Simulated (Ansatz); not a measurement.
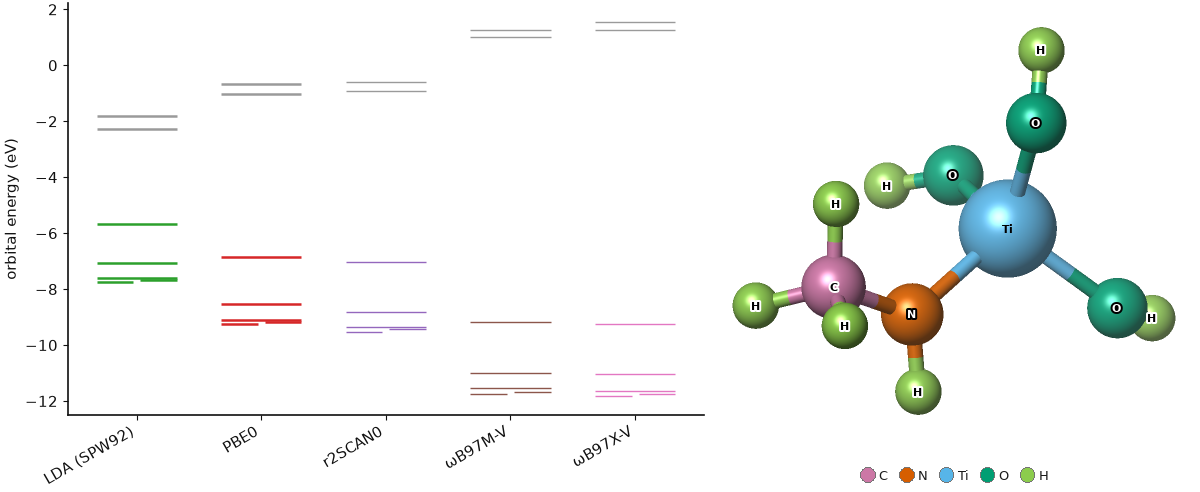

Frontier orbital energies of CH₇NO₃Ti, SMILES C[NH][Ti]([OH])([OH])[OH], singlet at one geometry, def2-TZVPP, the Ansatz code 0.2.0, at a PBE0-D4/def2-TZVP geometry (a minimum by its frequencies). Empty levels are grey, levels within 0.1 eV stand side by side; all columns show the same few orbitals around the gap.

How do the frontier levels move from column to column?

The separation grows from 3.40 eV (LDA (SPW92)) to 10.51 eV (ωB97X-V).

```tsv
level	HOMO (eV)	LUMO (eV)	separation (eV)
LDA (SPW92)	−5.69	−2.29	3.40
PBE0	−6.86	−1.01	5.85
r2SCAN0	−7.04	−0.92	6.12
ωB97M-V	−9.18	1.01	10.19
ωB97X-V	−9.26	1.25	10.51
```

Caveats, for all or some of the runs: empty levels above zero depend strongly on the basis; one conformer of a flexible molecule.
